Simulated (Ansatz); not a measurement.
# GeH4Te: rigid scan of one bond length from a Python script

How does the energy of GeH4Te change as one bond is stretched? Aim: a rigid scan of one bond length, for GeH4Te, run from a script.

All numbers are computed with Ansatz 0.2.0 through its Python package. Level of theory: PBE/def2-SVP.

## Step 1: Starting point

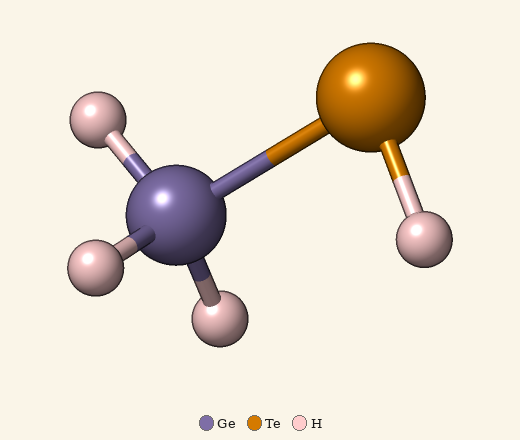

The structure that the script starts from, seen from a chosen angle (germanium purple, tellurium orange, hydrogen pink).

No structure file is read: the coordinates are typed or built in the script.

## Step 2: The code

Contents of geh4te_scan.py:

```python
# -*- coding: utf-8 -*-
import ansatz as az
import matplotlib.pyplot as plt
import numpy as np

GEOMETRY = """
Ge   -0.31040   -0.28240   -0.50470
Te   -0.07530    0.98880    1.71250
H     0.07290   -1.70630   -0.37220
H    -1.77710   -0.19730   -0.93840
H     0.49950    0.45330   -1.62160
H     1.63250    0.68000    1.67810
"""

geh4te = az.Crystal.molecule()
for line in GEOMETRY.strip().splitlines():
    symbol, *xyz = line.split()
    geh4te = geh4te.atom(symbol, [float(v) for v in xyz])

symbols = [site.symbol for site in geh4te.cartesian_sites]
start = np.array([site.position_ang for site in geh4te.cartesian_sites])
axis = (start[2] - start[0]) / np.linalg.norm(start[2] - start[0])
moving = [2]
lengths, energies = [1.303, 1.362, 1.421, 1.481, 1.54, 1.599, 1.658, 1.747], []
for length in lengths:
    xyz = start.copy()
    xyz[moving] += (length - np.linalg.norm(start[2] - start[0])) * axis
    point = az.Crystal.molecule()
    for symbol, place in zip(symbols, xyz):
        point = point.atom(symbol, place.tolist())
    model = (
        point.calculation()
        .basis(gaussian="def2-SVP")
        .functional("PBE")
    )
    summary = model.run(threads=1, pin="off").report
    energies.append(summary["free_energy_ev"])
    print(f"r = {length:6.3f} A  E = {energies[-1]:.5f} eV  <S^2> = {abs(summary['mean_field']['state']['spin_squared']):.3f}")

fit = np.polynomial.Polynomial.fit(lengths, np.array(energies) - min(energies), 4).convert()
roots = [r.real for r in fit.deriv().roots() if abs(r.imag) < 1e-9 and fit.deriv(2)(r.real) > 0]
r_e = min(roots, key=lambda r: abs(r - lengths[int(np.argmin(energies))]))
print(f"minimum of the fit at {r_e:.4f} A, force constant {fit.deriv(2)(r_e):.2f} eV/A^2")
plt.figure(figsize=(4.5, 3))
plt.plot(lengths, np.array(energies) - min(energies), "o-")
plt.xlabel("bond length (A)")
plt.ylabel("E - E(min) (eV)")
plt.tight_layout()
plt.savefig("scan.png", dpi=100)
```

## Step 3: The input behind the calls

The engine receives this input (first run):

```yaml
crystal:
  periodic: [false, false, false]
  atoms:
    - { symbol: Ge, position_ang: [-0.3104, -0.2824, -0.5047] }
    - { symbol: Te, position_ang: [-0.0753, 0.9888, 1.7125] }
    - { symbol: H, position_ang: [0.026938798347831035, -1.5355612704604138, -0.38808797082940877] }
    - { symbol: H, position_ang: [-1.7771, -0.1973, -0.9384] }
    - { symbol: H, position_ang: [0.4995, 0.4533, -1.6216] }
    - { symbol: H, position_ang: [1.6325, 0.68, 1.6781] }
basis:
  gaussian:
    orbitals: def2-SVP
hamiltonian:
  xc: pbe
```

## Step 4: Running it

Command:

```
python geh4te_scan.py
```

**Question.** What results will this script give? Wanted: range of energy; lowest point, distance.

The runs gave:

| quantity | value |
| --- | --- |
| bond length at the fit's minimum | 1.5497 Å |
| runs compared | 8 |
| range of energy | 0.710 eV |
| lowest point, distance (Å) | 1.54 |

In words: The curve has its lowest point inside the range, at 1.54. The ends stand 0.71 and 0.232 eV above it. The distance scanned is the script's pair 0, 2. Notes:
- The rest of the molecule is held rigid at a force-field or estimated start geometry, and the basis set is modest; single-reference methods fail as a bond breaks.
- def2 sets replace the cores of elements past krypton by effective core potentials.
- The orbitals are restricted, so S² is zero by construction.
